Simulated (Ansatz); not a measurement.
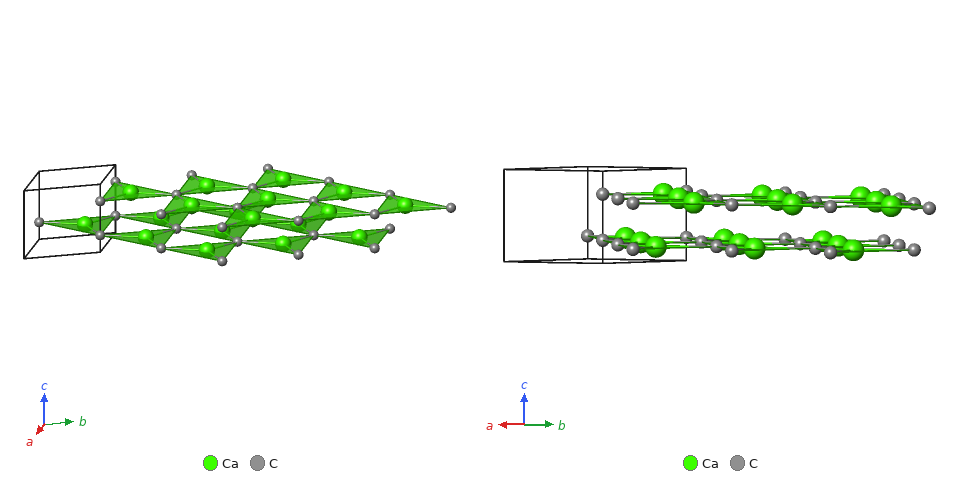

Polyhedra are drawn about Ca (bonds: C–Ca below 2.8 Å); other atoms are plain spheres. Two views of the same piece.

System CaC (space group P6_3/mmc, No. 194); source of the atomic positions: coordinates from a relaxation with DFT PBE, scalar-relativistic, plane waves, PAW in Ansatz 0.2.0; the starting structure was generated, so it need not be a known form of this composition.

What figure surrounds each Ca atom, and what does it share with the other drawn polyhedra?

Ca: CaC3 triangle, sharing corners with six neighbours.

How do these polyhedra hang together as a whole?

They form layers of corner-sharing triangles parallel to (001).

How far apart are the centres of linked polyhedra?

Centre to centre across a shared corner: 4.29 Å.
